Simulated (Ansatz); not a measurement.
# One shape, several levels: BClO (boron chloride oxide)

Wanted: a comparison of 6 runs (BLYP/STO-3G, r2SCAN/STO-3G, wB97M-V/STO-3G, RPA@PBE/STO-3G, CCSDT/STO-3G, CCSD(T)/STO-3G) of BClO (boron chloride oxide). 

The results are computed with Ansatz 0.2.0.

61 further runs of the same task are left out: 15 that didn't finish, 46 set aside as unsound or not needed.

## 1. The structure to begin with

The species is BClO (3 atoms), meant as a singlet with charge 0. SMILES: `O=BCl`. The B2–O1 distance was set to 1.492 Å, away from the relaxed value.

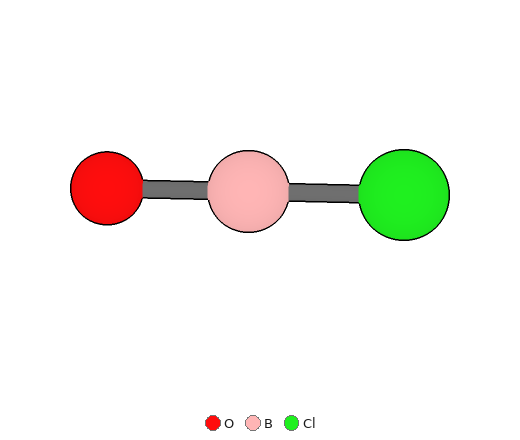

The structure, seen from a chosen angle (oxygen red, boron pink, chlorine green).

## 2. The energy at BLYP/STO-3G (run 1)

molecule.yaml

```yaml
crystal:
  periodic: [false, false, false]
  atoms:
    - {symbol: O, position_ang: [1.246198, 0.741106, 0.766381]}
    - {symbol: B, position_ang: [0.113080, 0.066620, 0.069470]}
    - {symbol: Cl, position_ang: [-1.132640, -0.672810, -0.696460]}
basis:
  gaussian:
    orbitals: STO-3G
hamiltonian:
  xc: {name: BLYP}
accuracy: high
```

Run with:

```console
$ ansatz run molecule.yaml --threads 1 --pin off --max-ram 2610MiB --events-out events.jsonl --progress --plain --runs-dir runs
```

Standard output:

```text
Warning: RAYON_NUM_THREADS=1 ignored (pool sized by the plan → 1); use --threads N
Functional definition: BLYP
  name "BLYP"
  parameter beta = 0.0042
  parameter a = 0.04918
  parameter b = 0.132
  parameter c = 0.2533
  parameter d = 0.349
  exchange = b88_x(beta = beta)
  correlation = lyp_c(a = a, b = b, c = c, d = d)
320 factors; integrals over basis functions are off by at most 3.2e-8 eV
mean field evaluation 1: about -15066.5783 eV, gradient 3.5e1 eV
mean field evaluation 2: about -14952.7289 eV, gradient 1.7e2 eV
mean field evaluation 4: about -15070.1002 eV, gradient 1.4e1 eV
mean field evaluation 8: about -15070.6070 eV, gradient 5.4e-2 eV
mean field evaluation 16: about -15070.5419 eV, gradient 2.2e-6 eV
mean field -15070.54187180 eV, -553.8321986086 hartree, gradient 3.2e-8 eV, S^2 0.000000; 0 other end points of the search recorded, 0 dependent functions left out
reference -15070.54190200 eV, -553.8321997183 hartree; 15, 15 occupied and 4, 4 virtual orbitals, 320 factors
Total energy: -15070.54190200 eV, -553.8321997183 hartree
```

Wall time 0.81 s (1 thread of Arm Neoverse V1, shared host).

## 3. The energy at r2SCAN/STO-3G (run 2)

Edit molecule.yaml of step 2 so:

```diff
@@ -7,6 +7,4 @@
 basis:
-  gaussian:
-    orbitals: STO-3G
-hamiltonian:
-  xc: {name: BLYP}
+  gaussian: {orbitals: STO-3G}
+hamiltonian: {xc: {name: r2SCAN}}
 accuracy: high
```

Run with:

```console
$ ansatz run molecule.yaml --threads 1 --pin off --max-ram 2610MiB --events-out events.jsonl --progress --plain --runs-dir runs
```

Standard output:

```text
Warning: RAYON_NUM_THREADS=1 ignored (pool sized by the plan → 1); use --threads N
Functional definition: r2SCAN
  name "r2SCAN"
  parameter k0 = 0.174
  parameter k1 = 0.065
  parameter a1 = 4.9479
  exchange = r2scan_x(k0 = k0, k1 = k1, a1 = a1)
  correlation = r2scan_c
320 factors; integrals over basis functions are off by at most 3.2e-8 eV
mean field evaluation 1: about -15067.0512 eV, gradient 3.6e1 eV
mean field evaluation 2: about -14961.6608 eV, gradient 1.6e2 eV
mean field evaluation 4: about -15071.1343 eV, gradient 8.9e0 eV
mean field evaluation 8: about -15071.3564 eV, gradient 1.6e-1 eV
mean field evaluation 16: about -15071.2903 eV, gradient 6.4e-6 eV
mean field -15071.29025329 eV, -553.8597011211 hartree, gradient 2.6e-8 eV, S^2 0.000000; 0 other end points of the search recorded, 0 dependent functions left out
reference -15071.29025353 eV, -553.8597011297 hartree; 15, 15 occupied and 4, 4 virtual orbitals, 320 factors
Total energy: -15071.29025353 eV, -553.8597011297 hartree
```

Wall time 2 s (1 thread of Arm Neoverse V1, shared host); peak memory 0.12 GiB.

Runs 3 to 5 aren't shown in full; the table further down has their settings and results.

## 4. A single-point energy at CCSD(T)/STO-3G (run 6)

input.yaml

```yaml
crystal:
  periodic: [false, false, false]
  atoms:
    - {symbol: O, position_ang: [1.246198, 0.741106, 0.766381]}
    - {symbol: B, position_ang: [0.113080, 0.066620, 0.069470]}
    - {symbol: Cl, position_ang: [-1.132640, -0.672810, -0.696460]}
basis:
  gaussian:
    orbitals: STO-3G
correlation:
  method: ccsd_t
  frozen_orbitals: {B: 1, Cl: 5, O: 1}
accuracy: high
scf:
  omitted_lower_state_checks: [cluster_reference, increment]
```

Run with:

```console
$ ansatz run input.yaml --threads 1 --pin off --max-ram 2610MiB --events-out events.jsonl --progress --plain --runs-dir runs
```

Standard output:

```text
Warning: RAYON_NUM_THREADS=1 ignored (pool sized by the plan → 1); use --threads N
Functional definition: HF
  name "HF"
  exchange = exact_x
  correlation = 0
these checks for a lower state are left out or cut short: cluster_reference, increment
320 factors; integrals over basis functions are off by at most 3.2e-8 eV
mean field evaluation 1: about -15033.7446 eV, gradient 4.2e1 eV
mean field evaluation 2: about -15033.7635 eV, gradient 4.2e1 eV
mean field evaluation 4: about -15040.7513 eV, gradient 2.8e0 eV
mean field evaluation 8: about -15040.7786 eV, gradient 1.5e-4 eV
mean field -15040.77856859 eV, -552.7384173896 hartree, gradient 2.1e-8 eV, S^2 0.000000; 0 other end points of the search recorded, 0 dependent functions left out; unrestricted orbitals would lower it
7 core orbitals not correlated: weight in the atoms' cores, before any rotation towards them, 1.000 or more for the frozen orbitals, at most 0.000 for the correlated occupied ones
reference -15040.77856859 eV, -552.7384173896 hartree; 8, 8 occupied and 4, 4 virtual orbitals, 320 factors
second order -4.67889817 eV of doubles, -0.00000000 eV of singles
cycle   1  -3.54599285 eV  change     1.1e0 eV  update   2.7e-1
cycle   2  -4.42289598 eV  change   -8.8e-1 eV  update   1.5e-1
cycle   3  -4.50430995 eV  change   -8.1e-2 eV  update   5.0e-2
cycle   4  -4.53409859 eV  change   -3.0e-2 eV  update   1.1e-2
cycle   5  -4.54604270 eV  change   -1.2e-2 eV  update   3.6e-3
cycle   6  -4.54618071 eV  change   -1.4e-4 eV  update   1.7e-3
cycle   7  -4.54448404 eV  change    1.7e-3 eV  update   4.5e-4
cycle   8  -4.54451939 eV  change   -3.5e-5 eV  update   1.4e-4
cycle   9  -4.54453364 eV  change   -1.4e-5 eV  update   4.4e-5
cycle  10  -4.54449713 eV  change    3.7e-5 eV  update   1.4e-5
cycle  11  -4.54449394 eV  change    3.2e-6 eV  update   1.6e-6
cycle  12  -4.54449337 eV  change    5.7e-7 eV  update   4.3e-7
cycle  13  -4.54449316 eV  change    2.1e-7 eV  update   1.4e-7
cycle  14  -4.54449312 eV  change    4.0e-8 eV  update   5.5e-8
cycle  15  -4.54449375 eV  change   -6.3e-7 eV  update   1.6e-7
cycle  16  -4.54449351 eV  change    2.4e-7 eV  update   1.2e-7
cycle  17  -4.54449359 eV  change   -7.6e-8 eV  update   3.4e-8
cycle  18  -4.54449360 eV  change   -1.0e-8 eV  update   1.7e-8
cycle  19  -4.54449359 eV  change    8.1e-9 eV  update   1.1e-8
cycle  20  -4.54449358 eV  change    6.5e-9 eV  update   6.0e-9
cycle  21  -4.54449358 eV  change   6.7e-10 eV  update   2.0e-9
cycle  22  -4.54449358 eV  change   3.6e-10 eV  update  6.5e-10
perturbative correction -0.61005500 eV, -0.0224191077 hartree
Total energy: -15045.93311717 eV, -552.9278435561 hartree
Checks for a lower state left out: cluster_reference, increment
```

Wall time 0.2 s (1 thread of Arm Neoverse V1, shared host).

## 5. The series

| run | level | frozen core orbitals | energy (Eh) | wall time |
| --- | --- | --- | --- | --- |
| 1 | BLYP/STO-3G | – | -553.832200 | 0.81 s |
| 2 | r2SCAN/STO-3G | – | -553.859701 | 2 s |
| 3 | wB97M-V/STO-3G | – | -553.945299 | 13 s |
| 4 | RPA@PBE/STO-3G | 7 | -552.984102 | 1.2 s |
| 5 | CCSDT/STO-3G | 7 | -552.929310 | 0.38 s |
| 6 | CCSD(T)/STO-3G | 7 | -552.927844 | 0.2 s |

## 6. Results

```
                                          quantity          value
                               run 6: total energy  -552.92784 Eh
run 6: correlation energy (7 core orbitals frozen)     -189.4 mEh
                             run 6: (T) correction     -22.42 mEh
                              run 6: T1 diagnostic          0.045
```

Totals of different functionals can't be ranked against each other. In run 6 the T1 diagnostic is large, so a single reference may not serve. In runs 5, 6 the log says that unrestricted orbitals would lower the reference, so the values rest on an unstable closed-shell determinant (other closed-shell runs at this shape may share the fault). In runs 1, 2, 3, 4, 5, 6 the basis is minimal, so the values are rough. All runs together took 17 s, the longest 13 s.
